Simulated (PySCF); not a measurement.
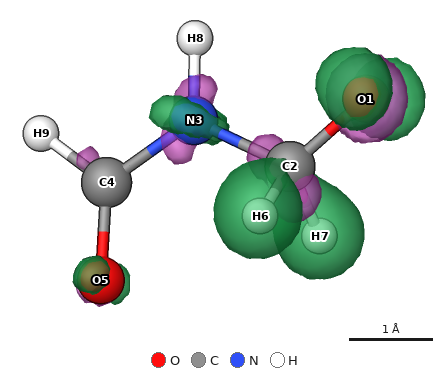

C2H4NO2, doublet, SMILES `[O]CNC=O`. Fukui function f⁻ = ρ(N) − ρ(N−1) at fixed geometry, surfaces at ±0.08 e/Å³ (green positive, purple negative).

PySCF calculation, HF/def2-SVP, gas phase; geometry: GFN2-xTB. No frequency check shows the geometry to be a minimum. GFN2-xTB doesn't know the spin state, so this open-shell geometry is rough.

Geometry (Å), atoms numbered from 1:

```
O1       2.1886   -0.0280    0.0005
C2       0.9637   -0.3949   -0.0006
N3      -0.0258    0.6662   -0.0007
C4      -1.3588    0.4243    0.0001
O5      -1.8447   -0.6764    0.0002
H6       0.7076   -1.0820    0.8558
H7       0.7089   -1.0815   -0.8555
H8       0.3406    1.6078    0.0014
H9      -1.9572    1.3512    0.0006
```

Question: On which atoms does the density change most on removal of an electron?

Answer: f⁻ (Hirshfeld-condensed) is largest on O1 (0.26) and H6 and H7 (0.17 each); the vertical ionisation energy is 12.32 eV (to the singlet cation, which needn't be its lowest state). Condensed values hint at sites of electrophilic attack but needn't mark the atom that reacts. Orbital relaxation makes it negative in places (0.22 e in all).
